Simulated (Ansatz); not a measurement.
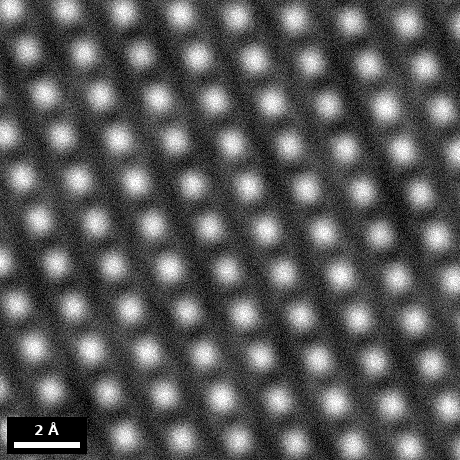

HRTEM-like image of W (Im-3m, No. 229) along [210]. Simulated in the weak-phase-object approximation with neutral-atom potentials: 200 kV, Cs = −13 µm, defocus +69 Å (negative is underfocus), defocus spread 8 Å, aperture 1.27 1/Å. Shot noise and the speckle of an amorphous layer were added. Model: the input geometry of an electronic-structure calculation (not necessarily at equilibrium).

Q: Do the atom columns appear dark or bright, and why?

A: Bright. With negative Cs and overfocus sin χ is positive over the pass band, so the strongest columns (W) come out brighter than the background.

Q: What point resolution do these settings give, and which lattice spacings pass?

A: About 0.8 Å (0.66 |Cs|^(1/4) λ^(3/4) with λ = 0.0251 Å). The spacings that carry visible contrast are {200} at 1.58 Å, {211} at 1.29 Å, {321} at 0.84 Å.
